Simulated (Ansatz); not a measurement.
Input file:

```
crystal:
  periodic: [false, false, false]
  atoms:
    - {symbol: C, position_ang: [-0.614849, 1.387837, -0.112451]}
    - {symbol: N, position_ang: [0.102246, 0.588940, 0.540763]}
    - {symbol: Si, position_ang: [0.539683, -1.031400, 0.183370]}
    - {symbol: F, position_ang: [-0.078237, -1.567510, -1.196332]}
    - {symbol: H, position_ang: [-1.094829, 1.142253, -1.070233]}
    - {symbol: H, position_ang: [-0.795850, 2.401210, 0.264178]}
    - {symbol: H, position_ang: [2.012148, -1.087908, 0.065820]}
    - {symbol: H, position_ang: [0.021886, -1.890623, 1.269088]}
basis:
  gaussian: {orbitals: def2-TZVPP}
hamiltonian: {xc: pbe0, dispersion: d4}
output: {orbitals: {seedname: orbitals}}
```

Launched as:

```sh
ansatz run in.yaml --threads 2 --pin off --events-out ev --progress --plain --max-ram 4352MiB
```

Geometry: PBE0-D4/def2-TZVP.

These are results of RKS PBE0-D4/def2-TZVPP in Ansatz 0.2.0, not measurements.

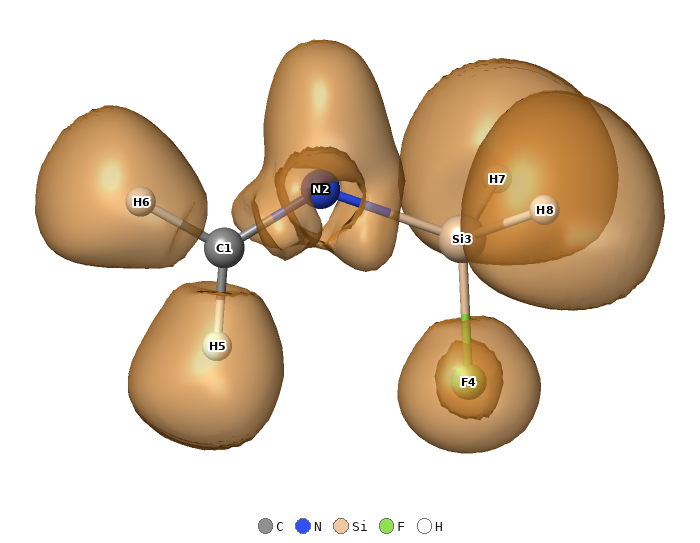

CH₄FNSi (SMILES C=N[SiH2]F). Isosurface of the ELF at 0.75 (orange), seen at an oblique angle. Only the valence region is drawn (cores and ρ < 0.01 e/Å³ removed).

Identify the bonds, lone pairs and shells in this picture.

The surface consists of four regions around hydrogen nuclei, one region on N in which the atom's valence shell and bonds are merged and one region wrapped around F (its lone pairs, merged into a ring or cap). Profiles from the grid: C–N (1.26 Å): the ELF peaks at about 0.90 between the atoms: a multiple bond. Si–F (1.60 Å): the ELF peaks at about 0.85 in the valence shell of F, 0.6 Å from its nucleus, and is about 0.55 at the midpoint.
